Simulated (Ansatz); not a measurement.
A series of calculations on GeH6O2

### Relaxation

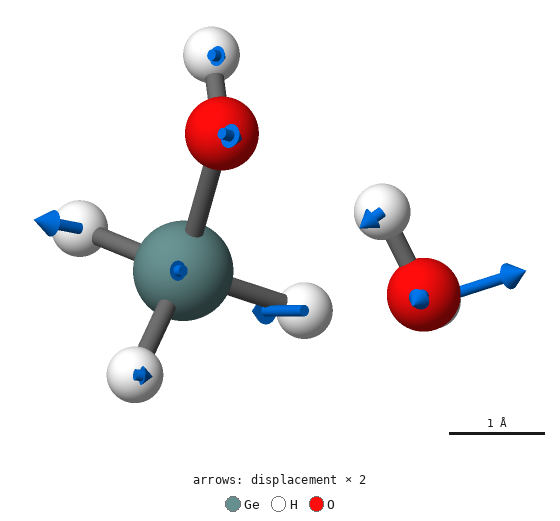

A relaxation of GeH$_{6}$O$_{2}$. The starting structure is drawn; blue arrows show the displacements, 2 times their true length. The two geometries are superimposed by the best rigid fit.

The picture is a ball-and-stick view, seen at a tilt.

The run prepares an end point of a later path (reaction) calculation, from a guessed geometry.

Theory: RKS BLYP-D4/def2-SVP (Ansatz 0.2.0).

The input:
```yaml
crystal:
  periodic: [false, false, false]
  atoms:
    - { symbol: Ge, position_ang: [-0.049743, 0.136212, -0.008292] }
    - { symbol: H, position_ang: [0.112603, 0.124136, 1.536145] }
    - { symbol: H, position_ang: [1.301853, 0.228908, -0.742759] }
    - { symbol: H, position_ang: [-1.02055, 1.284365, -0.430009] }
    - { symbol: O, position_ang: [-0.830253, -1.44452, -0.505843] }
    - { symbol: H, position_ang: [-1.804578, -1.386395, -0.476296] }
    - { symbol: O, position_ang: [1.119476, -2.262572, 1.296986] }
    - { symbol: H, position_ang: [0.336435, -2.44988, 0.727319] }
    - { symbol: H, position_ang: [0.739658, -1.593952, 1.92385] }
basis:
  gaussian: { orbitals: def2-SVP }
hamiltonian:
  xc: blyp
  dispersion: d4
relax:
  f_tol: 0.03
  max_steps: 50
```

Run as
```bash
ansatz run input.yaml --threads 2 --pin off --max-ram 3072MiB --backend cpu --events-out ev --progress --plain --runs-dir out
```

Q: Which element moves most?

A: Hydrogen: up to 0.65 Å, against 0.17 Å for oxygen.

Q: Describe the change and its energy.

A: The atom that moves furthest after the best rigid fit is H9 (0.65 Å). By element the largest moves are H 0.65 Å, O 0.17 Å, Ge 0.12 Å. Some distances before and after: O7–H9 0.992 → 0.978 Å. Among the angles between lasting bonds that change: H2–Ge1–O5 107.9° → 110.7°. The energy falls by 12.2 kJ/mol in 10 accepted moves (11 points after the start). The largest force component goes from 0.63 to 0.014 eV/Å. The line search rejected the trial step at point 2 of the run.

### Relaxation

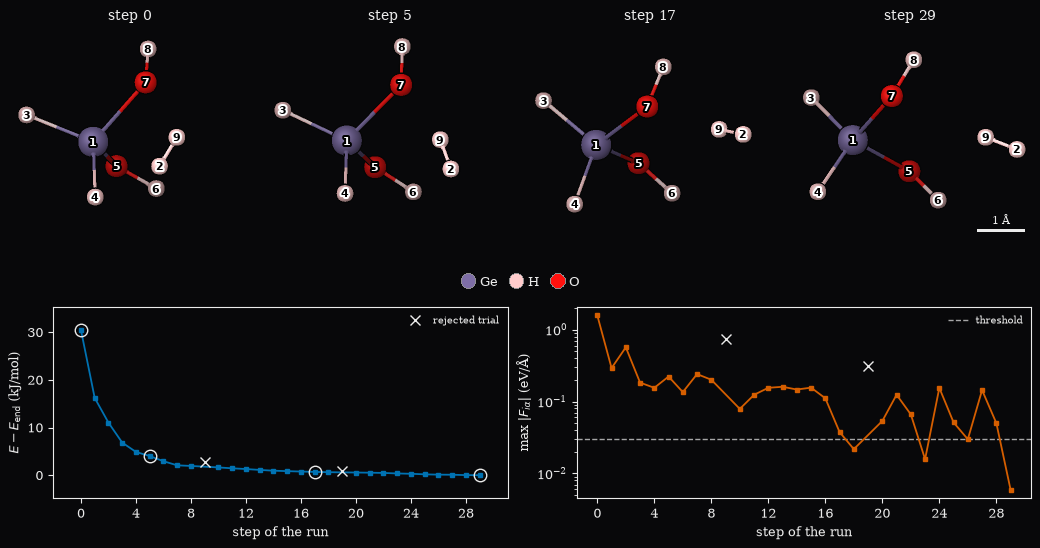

Frames of a relaxation of GeH₆O₂, marked on the history of the run. A ball-and-stick model, seen from a free direction.

The run prepares an end point of a later path (reaction) calculation, from a guessed geometry.

The calculation used Ansatz, RKS BLYP-D4/def2-SVP.

Input
```yaml
crystal:
  periodic: [false, false, false]
  atoms:
    - { symbol: Ge, position_ang: [0.150162, -0.554237, -0.288102] }
    - { symbol: H, position_ang: [-0.079107, 0.234, 2.352122] }
    - { symbol: H, position_ang: [1.222276, -0.241848, -1.365002] }
    - { symbol: H, position_ang: [-0.406422, 0.700552, 0.417591] }
    - { symbol: O, position_ang: [-1.135689, -1.406895, -1.235559] }
    - { symbol: H, position_ang: [-1.927281, -1.572637, -0.686745] }
    - { symbol: O, position_ang: [0.794178, -1.665648, 0.954891] }
    - { symbol: H, position_ang: [1.065921, -2.505546, 0.528703] }
    - { symbol: H, position_ang: [0.220862, -0.35144, 2.6432] }
basis:
  gaussian: { orbitals: def2-SVP }
hamiltonian:
  xc: blyp
  dispersion: d4
relax:
  f_tol: 0.03
  max_steps: 50
output:
  orbitals: {}
```

Command:
```bash
ansatz run input.yaml --threads 2 --pin off --max-ram 3072MiB --backend cpu --events-out ev --progress --plain --runs-dir out
```

> What happens along the run?

After 27 accepted moves (29 points after the start) the energy has fallen by 30.5 kJ/mol. The largest force component goes from 1.6 to 0.0059 eV/Å. The line search rejected the trial steps at points 9, 19 of the run. The forces were under the threshold at step 18, but the run went on from there. The largest move after the best rigid fit is that of H2, 1.70 Å. Largest moves by element: H 1.70 Å, O 0.89 Å, Ge 0.53 Å. Among the contacts that change: H2–H9 0.719 → 0.769 Å, Ge1–O7 1.787 → 1.814 Å, Ge1–H4 1.543 → 1.550 Å, Ge1–O5 1.811 → 1.805 Å. Among the angles between lasting bonds that change: H4–Ge1–O7 108.5° → 102.8°, H3–Ge1–H4 113.8° → 115.9°. From step 0 to 5: H2 moves most (0.93 Å), energy −26.5 kJ/mol. From step 5 to 17: H2 moves most (0.94 Å), energy −3.33 kJ/mol. From step 17 to 29: H2 moves most (0.82 Å), energy −0.70 kJ/mol.

| step | E − E(0), kJ/mol | largest force component, eV/Å | note |
| --- | --- | --- | --- |
| 0 | 0.00 | 1.5728 |  |
| 1 | -14.25 | 0.2921 |  |
| 2 | -19.45 | 0.5673 |  |
| 3 | -23.63 | 0.1833 |  |
| 4 | -25.59 | 0.1551 |  |
| 5 | -26.46 | 0.2226 |  |
| 6 | -27.54 | 0.1352 |  |
| 7 | -28.40 | 0.2408 |  |
| 8 | -28.53 | 0.2008 |  |
| 9 | -27.71 | 0.7412 | rejected |
| 10 | -28.84 | 0.0790 |  |
| 11 | -29.03 | 0.1240 |  |
| 12 | -29.18 | 0.1552 |  |
| 13 | -29.37 | 0.1603 |  |
| 14 | -29.53 | 0.1468 |  |
| 15 | -29.62 | 0.1560 |  |
| 16 | -29.71 | 0.1109 |  |
| 17 | -29.79 | 0.0376 |  |
| 18 | -29.85 | 0.0218 |  |
| 19 | -29.66 | 0.3072 | rejected |
| 20 | -29.91 | 0.0537 |  |
| 21 | -29.95 | 0.1242 |  |
| 22 | -30.00 | 0.0662 |  |
| 23 | -30.11 | 0.0158 |  |
| 24 | -30.18 | 0.1547 |  |
| 25 | -30.29 | 0.0512 |  |
| 26 | -30.36 | 0.0299 |  |
| 27 | -30.38 | 0.1442 |  |
| 28 | -30.45 | 0.0501 |  |
| 29 | -30.48 | 0.0059 |  |

### Path

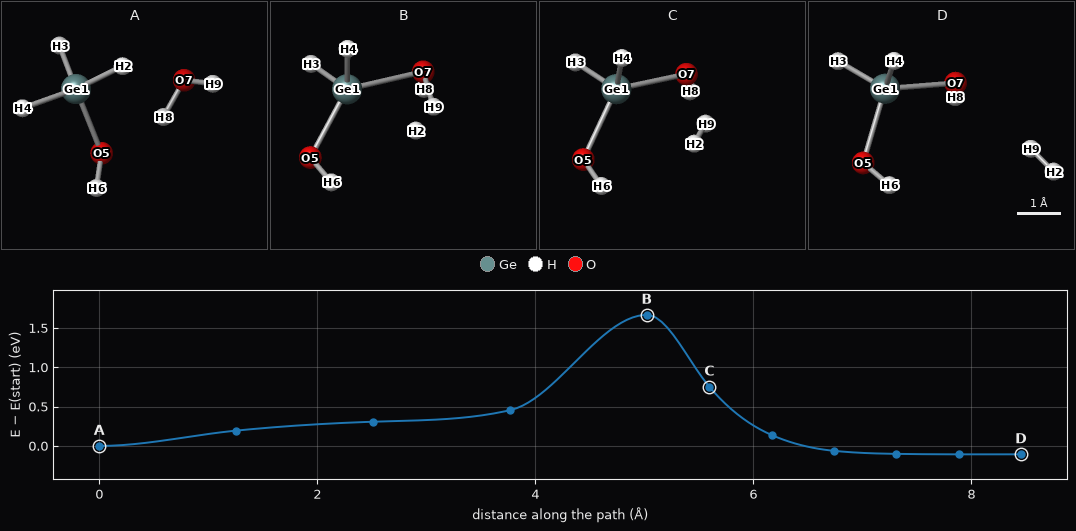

A nudged-elastic-band calculation for GeH₆O₂. Images are numbered from 0 (start) to 10 (end). Frames A to D are images 0, 4, 5, 10. The picture is a ball-and-stick view, seen at a tilt.

Level of theory: RKS BLYP-D4/def2-SVP in Ansatz. Run with 9 movable images; climbing image; force threshold 0.05 eV/Å; iteration limit 60; starting path through a guess of the saddle point.

What happens along the path, and what is the barrier?

Answer. The energy climbs by 1.67 eV to image 4 and then falls by 1.77 eV, so the end point sits at −0.11 eV. Breaking: Ge1–H2 (1.55 → 1.99 at the top → 4.37 Å), O7–H9 (0.98 → 1.18 at the top → 2.42 Å). Forming: Ge1–O7 (3.09 → 2.07 at the top → 1.81 Å), H2–H9 (2.96 → 1.10 at the top → 0.77 Å). The band converged in 42 iterations. The largest component of the band force went from 9.7 to 0.035 eV/Å. The climbing image converged on the top of the path. Its vibrational analysis gives one imaginary mode (1211i cm⁻¹), as a transition state must have.

The run took 9 min on 2 threads of Arm Neoverse V1 (shared host), peak memory 0.13 GiB.
